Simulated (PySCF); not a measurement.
# Si5H12: NMR shifts in gas and solvents, part 2 of 2

PySCF 2.14.0. Atoms count from 0. Earlier steps stand in the parts before.

## Step 6: NMR shieldings: B97-2/pcSseg-2

The job: settings as JSON, then the geometry in Å.

```
{"job": {"kind": "nmr", "xc": "B97-2", "basis": "pcSseg-2", "pop": false}, "charge": 0, "multiplicity": 1}
Si    -0.515205    -0.664451    -2.193162
Si     0.006823    -0.009627    -0.013290
Si     0.150536     2.318452     0.110404
Si    -1.688319    -0.725204     1.425842
Si     2.043961    -0.938981     0.649883
H     -1.847042    -0.126040    -2.580459
H     -0.556376    -2.148654    -2.288516
H      0.502311    -0.154850    -3.151554
H      0.438958     2.736283     1.509005
H     -1.131968     2.940615    -0.316164
H      1.238777     2.822239    -0.770468
H     -3.006075    -0.220163     0.953770
H     -1.739581    -2.211574     1.474398
H     -1.448592    -0.212846     2.802187
H      1.966559    -2.424644     0.640502
H      3.131039    -0.511889    -0.271876
H      2.383617    -0.487604     2.026562
```

With the program's defaults for keys left out, this is: GIAO B97-2/pcSseg-2 NMR shielding, non-relativistic, gas phase.

Output:

```text
coarse grid: 15560 points
cycle   1  E = -1454.7961342875  dE = -4.107e-01  |g| = 1.697e-01  |ddm| = 2.970e+00
cycle   2  E = -1454.8019237063  dE = -5.789e-03  |g| = 7.101e-02  |ddm| = 2.329e-01
cycle   3  E = -1454.8025716678  dE = -6.480e-04  |g| = 3.184e-02  |ddm| = 1.002e-01
cycle   4  E = -1454.8029025476  dE = -3.309e-04  |g| = 1.015e-02  |ddm| = 5.080e-02
cycle   5  E = -1454.8029351716  dE = -3.262e-05  |g| = 9.900e-04  |ddm| = 1.204e-02
cycle   6  E = -1454.8029354011  dE = -2.296e-07  |g| = 1.794e-04  |ddm| = 1.260e-03
final grid: 124096 points
cycle   7  E = -1454.8164806436  dE = -6.648e-05  |g| = 6.436e-03  |ddm| = 3.204e-02
cycle   8  E = -1454.8164820670  dE = -1.423e-06  |g| = 2.269e-03  |ddm| = 2.909e-03
cycle   9  E = -1454.8164823364  dE = -2.693e-07  |g| = 2.447e-04  |ddm| = 1.134e-03
cycle  10  E = -1454.8164823525  dE = -1.612e-08  |g| = 1.374e-04  |ddm| = 4.836e-04
cycle  11  E = -1454.8164823588  dE = -6.286e-09  |g| = 1.589e-05  |ddm| = 1.725e-04
cycle  12  E = -1454.8164823588  dE = -2.819e-11  |g| = 1.773e-06  |ddm| = 1.251e-05
converged SCF energy = -1454.8164823588

GIAO shielding tensors (ppm)
atom      isotropic    diamagn.    paramagn.     s11        s22        s33       span
  0 Si     446.113     880.884    -434.771    436.337    439.055    462.946     26.609
  1 Si     510.289     885.789    -375.501    508.370    510.040    512.456      4.086
  2 Si     445.815     880.958    -435.143    435.637    438.655    463.154     27.518
  3 Si     445.699     880.966    -435.266    436.672    437.152    463.274     26.602
  4 Si     446.074     880.901    -434.826    436.021    439.357    462.845     26.824
  5 H       27.757      29.921      -2.164     24.359     25.802     33.110      8.751
  6 H       27.751      29.874      -2.123     24.356     25.771     33.126      8.770
  7 H       27.748      29.863      -2.115     24.344     25.740     33.160      8.816
  8 H       27.763      29.976      -2.213     24.387     25.796     33.106      8.719
  9 H       27.758      29.926      -2.168     24.368     25.777     33.129      8.761
 10 H       27.750      29.912      -2.162     24.359     25.732     33.161      8.802
 11 H       27.758      29.960      -2.202     24.375     25.792     33.107      8.732
 12 H       27.751      29.918      -2.166     24.358     25.746     33.151      8.793
 13 H       27.759      29.952      -2.193     24.364     25.792     33.121      8.757
 14 H       27.752      29.895      -2.143     24.353     25.747     33.154      8.801
 15 H       27.749      29.885      -2.137     24.357     25.752     33.138      8.781
 16 H       27.755      29.918      -2.163     24.359     25.808     33.098      8.738
```

Wall time 3.7 min (2 threads of Intel Xeon at 2.50GHz, shared host); peak memory 2.4 GiB.

Key values: δ Si0 -97.5, Si1 -161.8, H5 3.88 ppm (means over like atoms).

## Step 7: Shielding tensors: WP04/pcSseg-2 in chloroform

Same as in step 6 but for these lines:

```diff
@@ -1,2 +1,2 @@
-{"job": {"kind": "nmr", "xc": "B97-2", "basis": "pcSseg-2", "pop": false}, "charge": 0, "multiplicity": 1}
+{"job": {"kind": "nmr", "xc": "WP04", "basis": "pcSseg-2", "pop": false, "solvent": "chloroform"}, "charge": 0, "multiplicity": 1}
 Si    -0.515205    -0.664451    -2.193162
```

Level: GIAO WP04/pcSseg-2 NMR shielding, non-relativistic, IEF-PCM chloroform.

Output:

```text
coarse grid: 15560 points
cycle   1  E = -1471.4448025073  dE = -4.819e-01  |g| = 3.282e-01  |ddm| = 2.983e+00
cycle   2  E = -1471.4590316673  dE = -1.423e-02  |g| = 1.452e-01  |ddm| = 4.326e-01
cycle   3  E = -1471.4608414522  dE = -1.810e-03  |g| = 1.932e-02  |ddm| = 9.147e-02
cycle   4  E = -1471.4608998550  dE = -5.840e-05  |g| = 8.571e-03  |ddm| = 2.709e-02
cycle   5  E = -1471.4609135289  dE = -1.367e-05  |g| = 1.496e-03  |ddm| = 8.901e-03
cycle   6  E = -1471.4609140229  dE = -4.940e-07  |g| = 6.248e-04  |ddm| = 2.241e-03
final grid: 124096 points
cycle   7  E = -1471.4822828274  dE = -4.216e-05  |g| = 3.930e-03  |ddm| = 3.078e-02
cycle   8  E = -1471.4822825942  dE =  2.331e-07  |g| = 3.204e-03  |ddm| = 6.897e-03
cycle   9  E = -1471.4822851789  dE = -2.585e-06  |g| = 6.308e-04  |ddm| = 4.049e-03
cycle  10  E = -1471.4822853163  dE = -1.374e-07  |g| = 1.294e-04  |ddm| = 8.668e-04
cycle  11  E = -1471.4822853195  dE = -3.169e-09  |g| = 2.301e-05  |ddm| = 1.278e-04
cycle  12  E = -1471.4822853196  dE = -1.346e-10  |g| = 1.873e-06  |ddm| = 2.430e-05
converged SCF energy = -1471.4822853196

GIAO shielding tensors (ppm)
atom      isotropic    diamagn.    paramagn.     s11        s22        s33       span
  0 Si     412.918     882.921    -470.003    402.013    403.934    432.805     30.792
  1 Si     460.054     888.789    -428.735    458.156    459.805    462.201      4.044
  2 Si     412.702     883.005    -470.304    401.464    403.614    433.027     31.563
  3 Si     412.620     883.014    -470.394    402.269    402.471    433.121     30.852
  4 Si     412.885     882.942    -470.057    401.645    404.299    432.712     31.067
  5 H       28.459      30.840      -2.381     25.356     26.634     33.387      8.031
  6 H       28.454      30.784      -2.330     25.355     26.604     33.404      8.049
  7 H       28.451      30.771      -2.320     25.345     26.576     33.432      8.087
  8 H       28.466      30.904      -2.438     25.385     26.629     33.384      7.999
  9 H       28.462      30.848      -2.386     25.367     26.611     33.408      8.042
 10 H       28.455      30.828      -2.372     25.362     26.570     33.434      8.072
 11 H       28.463      30.886      -2.423     25.374     26.627     33.388      8.013
 12 H       28.457      30.834      -2.377     25.361     26.583     33.426      8.066
 13 H       28.462      30.878      -2.416     25.362     26.625     33.400      8.038
 14 H       28.453      30.804      -2.351     25.352     26.581     33.425      8.073
 15 H       28.452      30.796      -2.345     25.357     26.586     33.412      8.056
 16 H       28.458      30.842      -2.384     25.356     26.639     33.379      8.023
```

Wall time 3.4 min (2 threads of Intel Xeon at 2.50GHz, shared host); peak memory 2.5 GiB.

This run: δ Si0 -83.7, Si1 -131.0, H5 3.41 ppm (means over like atoms).

## Step 8: Shielding tensors: wB97X-D/pcSseg-2 in chloroform

Same as in step 7 but for these lines:

```diff
@@ -1,2 +1,2 @@
-{"job": {"kind": "nmr", "xc": "WP04", "basis": "pcSseg-2", "pop": false, "solvent": "chloroform"}, "charge": 0, "multiplicity": 1}
+{"job": {"kind": "nmr", "xc": "wB97X-D", "basis": "pcSseg-2", "pop": false, "solvent": "chloroform"}, "charge": 0, "multiplicity": 1}
 Si    -0.515205    -0.664451    -2.193162
```

Method: GIAO wB97X-D/pcSseg-2 NMR shielding, non-relativistic, IEF-PCM chloroform.

Output:

```text
coarse grid: 15560 points
cycle   1  E = -1454.6836038466  dE = -4.685e-01  |g| = 2.409e-01  |ddm| = 2.937e+00
cycle   2  E = -1454.7017083686  dE = -1.810e-02  |g| = 1.005e-01  |ddm| = 2.974e-01
cycle   3  E = -1454.7038845703  dE = -2.176e-03  |g| = 2.740e-02  |ddm| = 1.224e-01
cycle   4  E = -1454.7041740379  dE = -2.895e-04  |g| = 6.386e-03  |ddm| = 5.128e-02
cycle   5  E = -1454.7041853872  dE = -1.135e-05  |g| = 1.546e-03  |ddm| = 9.754e-03
cycle   6  E = -1454.7041866533  dE = -1.266e-06  |g| = 3.080e-04  |ddm| = 4.561e-03
final grid: 124096 points
cycle   7  E = -1454.7348220391  dE = -1.108e-04  |g| = 3.671e-03  |ddm| = 3.044e-02
cycle   8  E = -1454.7348243733  dE = -2.334e-06  |g| = 1.471e-03  |ddm| = 4.676e-03
cycle   9  E = -1454.7348246798  dE = -3.065e-07  |g| = 3.343e-04  |ddm| = 1.232e-03
cycle  10  E = -1454.7348247202  dE = -4.042e-08  |g| = 1.084e-04  |ddm| = 5.944e-04
cycle  11  E = -1454.7348247241  dE = -3.895e-09  |g| = 2.351e-05  |ddm| = 1.662e-04
cycle  12  E = -1454.7348247247  dE = -5.837e-10  |g| = 5.080e-06  |ddm| = 1.034e-04
converged SCF energy = -1454.7348247247

GIAO shielding tensors (ppm)
atom      isotropic    diamagn.    paramagn.     s11        s22        s33       span
  0 Si     442.891     880.419    -437.528    433.902    436.552    458.218     24.316
  1 Si     508.650     885.126    -376.476    506.692    508.421    510.837      4.146
  2 Si     442.618     880.499    -437.881    433.264    436.118    458.472     25.209
  3 Si     442.502     880.510    -438.009    434.203    434.687    458.615     24.412
  4 Si     442.882     880.438    -437.555    433.653    436.872    458.123     24.470
  5 H       27.760      29.785      -2.025     24.312     25.816     33.151      8.839
  6 H       27.752      29.732      -1.981     24.304     25.786     33.166      8.863
  7 H       27.750      29.722      -1.972     24.293     25.754     33.201      8.908
  8 H       27.766      29.845      -2.079     24.341     25.810     33.148      8.807
  9 H       27.759      29.789      -2.030     24.315     25.793     33.170      8.855
 10 H       27.753      29.776      -2.023     24.309     25.747     33.203      8.894
 11 H       27.760      29.830      -2.070     24.326     25.808     33.147      8.821
 12 H       27.755      29.784      -2.030     24.308     25.761     33.194      8.886
 13 H       27.762      29.819      -2.057     24.315     25.806     33.165      8.850
 14 H       27.753      29.755      -2.002     24.303     25.759     33.197      8.893
 15 H       27.750      29.744      -1.994     24.305     25.765     33.180      8.875
 16 H       27.756      29.780      -2.024     24.308     25.823     33.137      8.829
```

It took 4.3 min on 2 threads of Intel Xeon at 2.50GHz, shared host; peak memory 2.7 GiB.

This run: δ Si0 -101.5, Si1 -167.4, H5 3.86 ppm (means over like atoms).

## Step 9: Comparing the runs: NMR shifts

Shifts (ppm), means over like atoms, with basis size and wall time:

| run | H5 | Si0 | Si1 | functions | time |
| --- | --- | --- | --- | --- | --- |
| PBE0/pcSseg-2 | 3.94 | -101.2 | -168.1 | 383 | 4.2 min |
| KT3/pcSseg-2 | 3.85 | -96.2 | -154.3 | 383 | 3.5 min |
| wB97X-D/pcSseg-2 | 3.89 | -101.6 | -168.3 | 383 | 4.8 min |
| B97-2/pcSseg-2 | 3.88 | -97.5 | -161.8 | 383 | 3.7 min |
| WP04/pcSseg-2 in chloroform | 3.41 | -83.7 | -131.0 | 383 | 3.4 min |
| wB97X-D/pcSseg-2 in chloroform | 3.86 | -101.5 | -167.4 | 383 | 4.3 min |
| measured | – | -89.6 | -165.9 | – | – |

Measured: C. Corminboeuf, T. Heine, J. Weber, Chem. Phys. Lett. 357 (2002) 1.

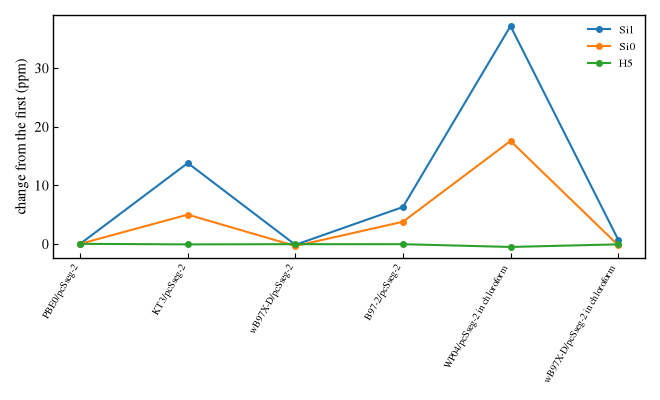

How the tabulated atoms move from run to run.

## Step 10: What came out

This closing draws on all 2 parts.

| quantity | value |
| --- | --- |
| rotational constants (main isotopes) | 1.04, 1.04, 1.03 GHz |
| ¹H shifts against TMS (PBE0/pcSseg-2, means over atoms taken as alike) | 3.94 ppm |
| ²⁹Si shifts against TMS (PBE0/pcSseg-2, means over atoms taken as alike) | -101.2, -168.1 ppm |
| measured, and computed on the same scale | Si0 δ -89.6, -101.2; Si1 δ -165.9, -168.1 ppm |
| range of the shift of Si1 (wB97X-D/pcSseg-2 runs) | -168.3 to -167.4 ppm |

**Reading.** Relaxing lowered the energy by 0.162 eV in 4 steps; the close pair that moved most is Si0–H6, from 1.441 to 1.488 Å. No frequency check was run at this level, so the end point may be a saddle. At PBE0/pcSseg-2: The largest span, 27 ppm, is at Si0, Si2, Si3, Si4, where the paramagnetic term is -437 ppm. Against the measured ²⁹Si shifts the unscaled results are off by 6.9 ppm on average (signed mean -6.9, 2 signals). Vibration, temperature and solvent are missing from the calculation, and it holds one conformer, so part of the miss against the measured shifts is not the functional's. At one level, wB97X-D/pcSseg-2: Across the 2 runs the shift of Si1 moves most, between -168.3 (wB97X-D/pcSseg-2) and -167.4 ppm (wB97X-D/pcSseg-2 in chloroform).
